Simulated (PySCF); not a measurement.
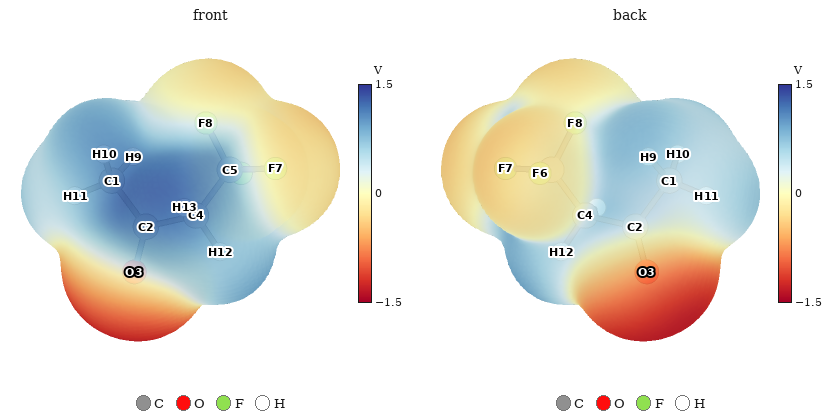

*C4H5F3O. The electrostatic potential painted on the density surface at 0.001 e/bohr³, seen from the front and from behind; the colour scale runs from red (negative) to blue (positive).*

Geometry: PBE0-D3(BJ)/def2-SVP.

These are results of PBE0/pcSseg-1, SCF density, gas phase, non-relativistic in PySCF 2.14.0, not measurements.

```yaml
atoms:
  - { symbol: C, position_ang: [1.4624, 0.4019, 0.7406] }
  - { symbol: C, position_ang: [0.8244, -0.7757, 0.0576] }
  - { symbol: O, position_ang: [1.2856, -1.8869, 0.1193] }
  - { symbol: C, position_ang: [-0.4294, -0.5401, -0.7817] }
  - { symbol: C, position_ang: [-1.4795, 0.3610, -0.1862] }
  - { symbol: F, position_ang: [-1.8044, -0.0180, 1.0546] }
  - { symbol: F, position_ang: [-2.5945, 0.3439, -0.9185] }
  - { symbol: F, position_ang: [-1.0702, 1.6350, -0.1174] }
  - { symbol: H, position_ang: [0.8090, 0.7617, 1.5509] }
  - { symbol: H, position_ang: [1.5950, 1.2440, 0.0452] }
  - { symbol: H, position_ang: [2.4268, 0.0921, 1.1608] }
  - { symbol: H, position_ang: [-0.8807, -1.5203, -0.9831] }
  - { symbol: H, position_ang: [-0.1287, -0.1007, -1.7467] }
```

**Which sites attract a positive test charge, and which a negative one?**

A positive charge is drawn to the negative regions and a negative charge to the positive ones. The most negative region (about −1.3 V) lies over O3, the most positive (about +1.3 V) over C2 and H13. O3 is the likeliest acceptor of a hydrogen bond.

**What dipole moment does the calculation give?**

Its dipole moment is 1.78 D.
